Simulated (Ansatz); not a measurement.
**B2PLYP/STO-3G run of SnS (SMILES [S][Sn])**

What is the electronic atomisation energy of SnS at B2PLYP/STO-3G? 

The calculation is run with Ansatz 0.2.0.

53 further runs of the same task are left out: 19 that didn't finish, 34 set aside as unsound or not needed.

## Step 1: Starting point

SnS: 2 atoms, total charge 0, spin state singlet. SMILES: `[S][Sn]`. Geometry: the measured bond length.

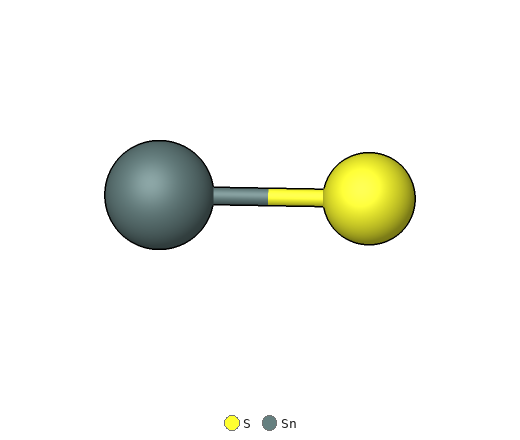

The structure, seen from a chosen angle (sulfur yellow, tin teal).

## Step 2: A single-point energy at B2PLYP/STO-3G

The input, molecule.yaml:

```yaml
crystal:
  periodic: [false, false, false]
  atoms:
    - symbol: S
      position_ang: [0.000000, 0.000000, 0.000000]
    - symbol: Sn
      position_ang: [0.000000, 0.000000, 2.209026]
basis:
  gaussian: {orbitals: STO-3G}
correlation: {frozen_orbitals: {S: 5, Sn: 18}}
accuracy: high
hamiltonian: {xc: {name: B2PLYP}}
```

Started as:

```bash
$ ansatz run molecule.yaml --threads 1 --pin off --max-ram 2610MiB --events-out events.jsonl --progress --plain --runs-dir runs
```

Log:

```text
Warning: RAYON_NUM_THREADS=1 ignored (pool sized by the plan → 1); use --threads N
Functional definition: B2PLYP
  name "B2PLYP"
  parameter a = 0.53
  parameter c = 0.27
  exchange = (1 - a)*b88_x + a*exact_x
  correlation = (1 - c)*lyp_c + c*(mp2_os + mp2_ss)
635 factors; integrals over basis functions are off by at most 1.2e-8 eV
mean field evaluation 1: about -173019.2726 eV, gradient 2.1e1 eV
mean field evaluation 2: about -173019.2828 eV, gradient 2.1e1 eV
mean field evaluation 4: about -173021.8960 eV, gradient 4.8e0 eV
mean field evaluation 8: about -173021.9901 eV, gradient 1.1e-2 eV
mean field evaluation 16: about -173021.9901 eV, gradient 2.0e-8 eV
mean field -173021.99009555 eV, -6358.4408574945 hartree, gradient 1.9e-8 eV, S^2 0.000000; 0 other end points of the search recorded, 0 dependent functions left out
23 core orbitals not correlated: weight in the atoms' cores, before any rotation towards them, 1.000 or more for the frozen orbitals, at most 0.000 for the correlated occupied ones
reference -173021.99011169 eV, -6358.4408580876 hartree; 10, 10 occupied and 3, 3 virtual orbitals, 635 factors
second order -3.96892121 eV of doubles, -0.00000000 eV of singles
Total energy: -173023.06172042 eV, -6358.4802389819 hartree
```

Wall time 2.8 s (1 thread of Arm Neoverse V1, shared host); peak memory 0.12 GiB.

## Step 3: The S atom

The input, job.yaml:

```yaml
crystal:
  periodic: [false, false, false]
  atoms:
    - symbol: S
      position_ang: [0.000000, 0.000000, 0.000000]
basis:
  gaussian:
    orbitals: STO-3G
accuracy: high
hamiltonian:
  xc: {name: B2PLYP}
correlation:
  frozen_orbitals: {S: 5}
magnetization:
  spin_polarized: true
  initial_magnetization: 2
```

Run the same way, it converges to -393.52933 Eh (log not shown).

## Step 4: The Sn atom

The input, molecule.yaml:

```yaml
crystal:
  periodic: [false, false, false]
  atoms:
    - symbol: Sn
      position_ang: [0.000000, 0.000000, 0.000000]
basis:
  gaussian: {orbitals: STO-3G}
magnetization: {spin_polarized: true, initial_magnetization: 2}
hamiltonian: {xc: {name: B2PLYP}}
correlation: {frozen_orbitals: {Sn: 18}}
accuracy: high
```

Run the same way, it converges to -5964.72282 Eh (log not shown).

## Step 5: What came out

At B2PLYP/STO-3G, 23 core orbitals frozen:

```
                     quantity           value
       molecule: total energy  -6358.48024 Eh
         S atom: total energy   -393.52933 Eh
                 S atom: ⟨S²⟩           2.000
        Sn atom: total energy  -5964.72282 Eh
                Sn atom: ⟨S²⟩           2.000
electronic atomisation energy        6.207 eV
```

In words: Taking the molecule apart into free atoms costs 6.21 eV (599 kJ/mol), before zero-point energy and without spin-orbit coupling. In a minimal basis such a difference can be off by several eV, whatever the method. Relativity is left out (molecule) although the molecule holds a heavy atom. Relativity is left out (Sn atom) although the molecule holds a heavy atom.
